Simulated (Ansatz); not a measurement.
## Frozen-phonon scan for Sc (hcp, Mg type)

Relaxed Sc (hcp, Mg type):

```
CELL_PARAMETERS angstrom
      3.31949     0.00000     0.00000
     -1.65974     2.87476     0.00000
      0.00000     0.00000    10.33278
ATOMIC_POSITIONS crystal
  Sc 0.33333 0.66667 0.37500
  Sc 0.33333 0.66667 0.87500
  Sc 0.66667 0.33333 0.12500
  Sc 0.66667 0.33333 0.62500
```

A phonon eigenvector at A = (0.0, 0.0, 0.5) is frozen into this cell: atom i moves by Q times the vector below, so Q is the largest atomic displacement, in Å. The cell is held. It is one choice among 2 degenerate patterns. (q is in reciprocal vectors of the primitive cell; the cell shown is doubled to hold the pattern.)

| atom | x | y | z |
|---|---|---|---|
| Sc1 | 0.000 | 0.000 | -1.000 |
| Sc2 | 0.000 | 0.000 | 1.000 |

Atoms not listed stay in place.

Calculation: PBE (plane waves to 420 eV, PAW, scalar-relativistic; Ansatz, a first-principles code). k mesh 16×16×5 (Γ-centred), Fermi-Dirac smearing 0.05 eV. The energy includes the smearing's −TS. With partly filled bands, energies and forces of such displacements shift with the k mesh and the smearing. Sc is run without spin polarisation. Sc was relaxed with its symmetry unable to fall. The PAW data are Ansatz's earlier set. The zero of ΔE is the undisplaced structure.

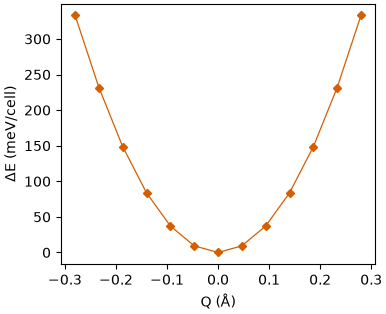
Figure. ΔE (meV/cell) against Q (Å); one marker a computed point.

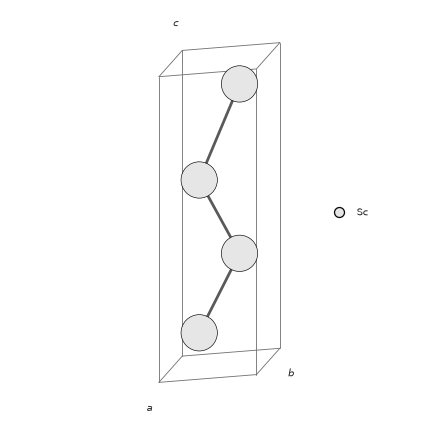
Fig. 1. The cell of the calculation at Q = 0.280 Å.

The energy at Q = 0.280 Å is 333 meV/cell. Symmetry of the curve: even: the same for both signs. Space group of the distorted cell: P-6m2 (No. 187), lowered from P6_3/mmc. Wavenumber by perturbation theory (DFPT, on another k mesh): 161 cm⁻¹. Shape of the curve: a single well with its minimum at or next to zero displacement.

(For displaced atoms, the force is minus the slope of the energy, and its curvature is a force constant, which sets phonon frequencies.)
